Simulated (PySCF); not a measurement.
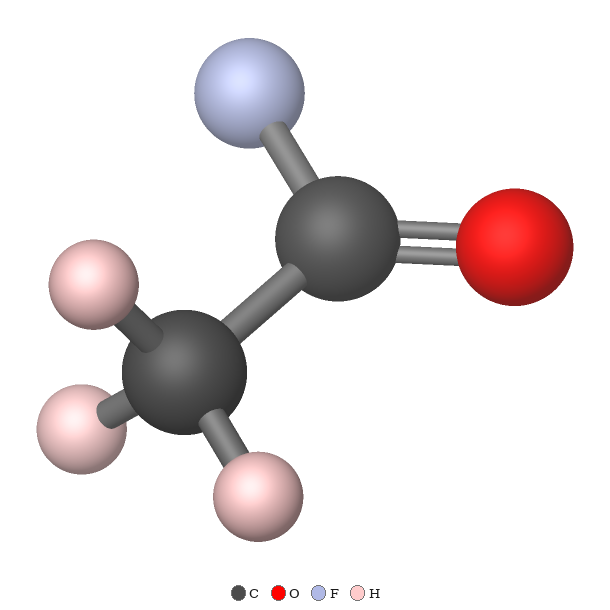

The picture shows a molecular structure as a ball-and-stick model. Multiple sticks mark multiple bonds (one Kekulé form).

Computed geometry: PBE0-D3(BJ)/def2-SVP optimisation. No frequency run is at hand to confirm it as a minimum.

Question: Count the atoms of each element.

Answer: C2H3FO, 7 atoms: 2 carbon, 3 hydrogen, 1 fluorine and 1 oxygen.

Question: How many bonds of each kind are drawn?

Answer: 3 C–H, 1 C–C, 1 C–O, 1 C–F.

Question: Name some functional groups or characteristic bonds that it holds.

Answer: Among them: C–F bond.

Question: Write the SMILES.

Answer: CC(=O)F

More results for the same structure follow; atom numbers are the same in all pictures, views and colours differ.

**Shape**

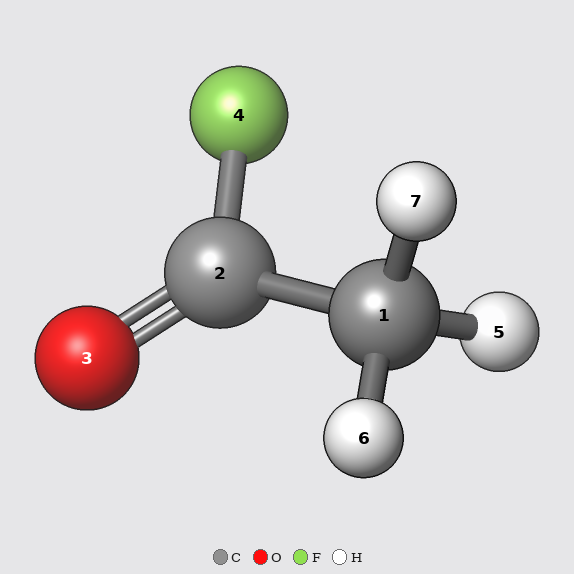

Numbered structure. No frequency run is at hand to confirm it as a minimum.

Give these bond angles: C2–C1–H5, C2–C1–H6, C2–C1–H7, H5–C1–H6, H5–C1–H7, H6–C1–H7, C1–C2–O3, C1–C2–F4, O3–C2–F4.

```csv
angle,degrees
C2–C1–H5,109.2
C2–C1–H6,110.0
C2–C1–H7,109.9
H5–C1–H6,110.0
H5–C1–H7,107.1
H6–C1–H7,110.6
C1–C2–O3,128.7
C1–C2–F4,110.7
O3–C2–F4,120.6
```

**Electronic properties**

No frequency run is at hand to confirm it as a minimum. Method: ωB97X-D/pcSseg-2, gas phase (PySCF 2.14.0).

Computed properties:

- dipole moment: 3.03 D
- HOMO energy (Kohn–Sham orbital): −10.94 eV
- LUMO energy (Kohn–Sham orbital): 1.46 eV
- HOMO–LUMO gap: 12.40 eV

**Bond orders**

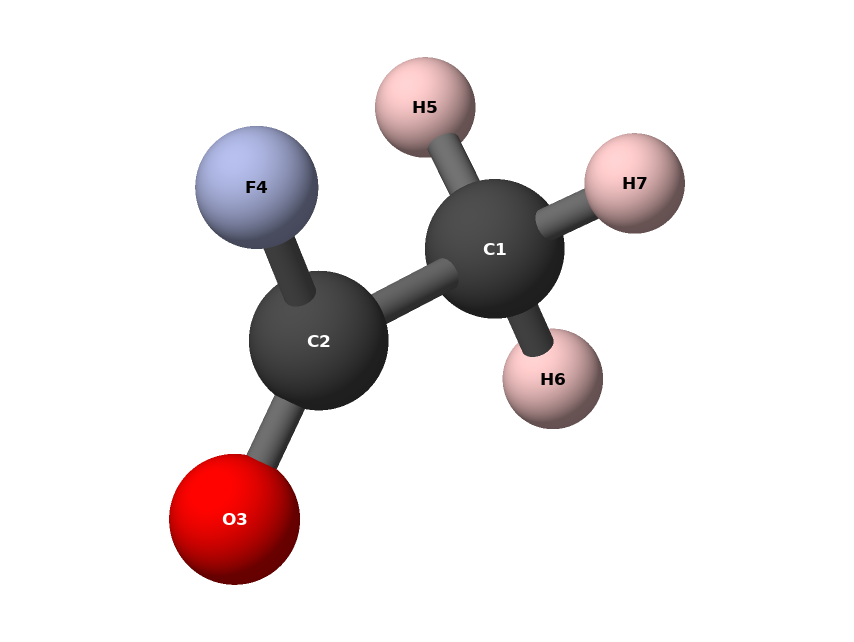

Every bond is drawn as one stick. No frequency run is at hand to confirm it as a minimum. Level of theory: PBE0/def2-SVP (PySCF 2.14.0).

List the Mayer bond orders of C1–C2, C1–H5, C1–H6, C1–H7, C2–O3, C2–F4. Atoms whose distances differ by more than 0.02 Å in this geometry are listed apart.

```csv
bond,Mayer order,length (Å)
C1–C2,1.04,1.491
C1–H5,0.95,1.100
C1–H6,0.96,1.095
C1–H7,0.95,1.099
C2–O3,2.19,1.182
C2–F4,1.05,1.344
```

**Quadrupole coupling**

No frequency run is at hand to confirm it as a minimum. Electric field gradients from the ground-state density, PBE0/def2-SVP (PySCF 2.14.0), non-relativistic apart from any core potentials.

Give the largest field-gradient component, the quadrupole coupling constant and the asymmetry for 17O at O3 (Q = −25.6 mb), 2H at H5 (Q = 2.86 mb), 2H at H6 (Q = 2.86 mb), 2H at H7 (Q = 2.86 mb).

| atom | V_zz (a.u.) | e²qQ/h (MHz) | η |
| --- | --- | --- | --- |
| O3 | −1.587 | 9.55 | 0.35 |
| H5 | 0.298 | 0.201 | 0.03 |
| H6 | 0.304 | 0.204 | 0.02 |
| H7 | 0.300 | 0.201 | 0.03 |
